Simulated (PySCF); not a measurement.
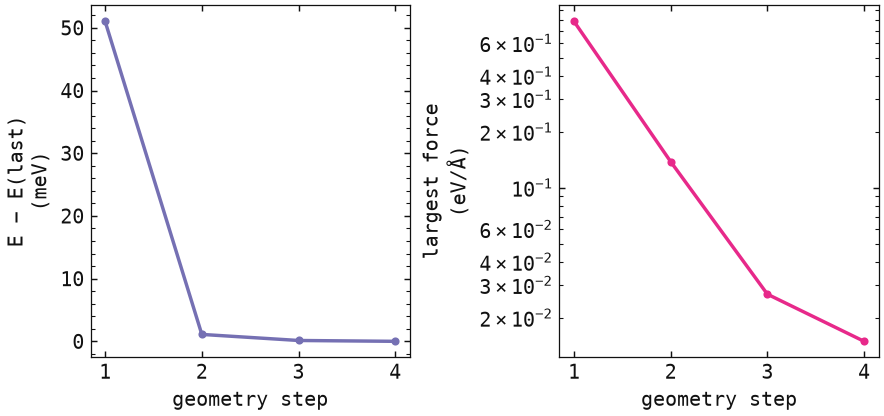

History of a geometry optimisation. The run: n-methylisobutylamine (SMILES CNCC(C)C), by PBE0-D3(BJ)/def2-SVP, geometry optimisation in PySCF.

The optimisation met its thresholds at geometry 4, counting the start as the first. The energy fell by about 51 meV from the first step to the last. The largest force goes from about 0.79 eV/Å at the start to 0.015 eV/Å at the end.
